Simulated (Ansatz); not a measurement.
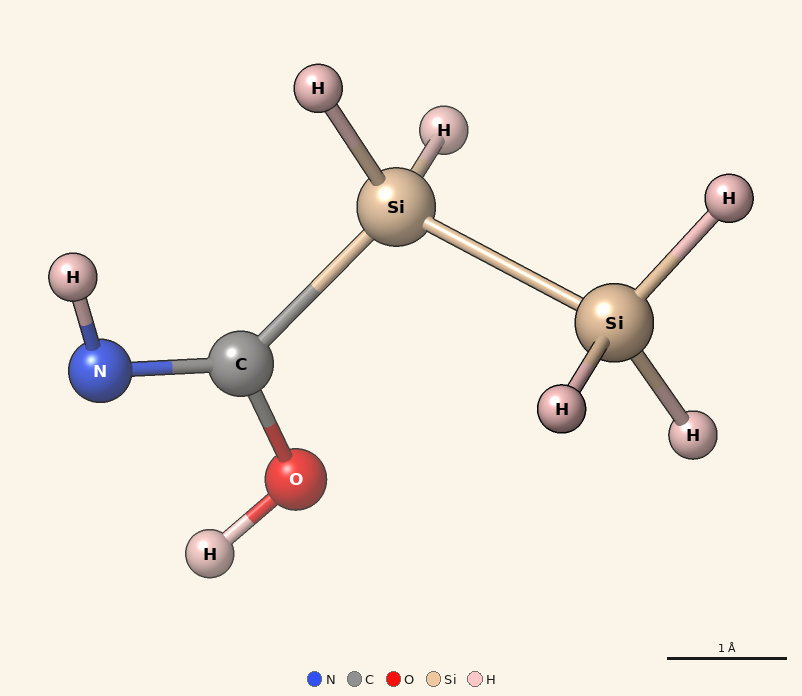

Atoms fade into the background with distance from the viewer. The geometry was computed by an optimisation with PBE0-D4/def2-TZVP. No frequency run is at hand to confirm it as a minimum. Masses are those of the most abundant isotopes; constants are for the rigid equilibrium geometry.

**Classify the rotor and give the rotational constants (GHz).**

An asymmetric top (C1): A = 5.32, B = 1.62, C = 1.44 GHz. Ray's parameter κ is −0.91, close to the prolate limit.
